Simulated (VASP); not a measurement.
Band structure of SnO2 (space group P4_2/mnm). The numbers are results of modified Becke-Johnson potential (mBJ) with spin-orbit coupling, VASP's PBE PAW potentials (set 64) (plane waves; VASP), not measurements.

mBJ is a potential without an energy functional, so only the levels count.

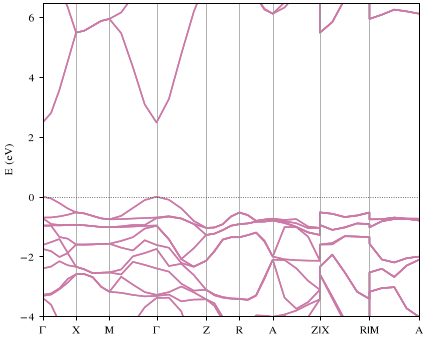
Bands along high-symmetry lines, zero at the valence-band maximum or, without a gap, the Fermi level

Problem. Read the plot: is there a gap, and where are the band edges?

Solution. The gap is direct, 2.48 eV, from the valence maximum at Γ to the conduction minimum at Γ.

The structure comes from a computed database's SnO2 entry (P4_2/mnm); how it stands against other phases isn't given here. It was relaxed first. The cell's shape comes from a PBE relaxation.
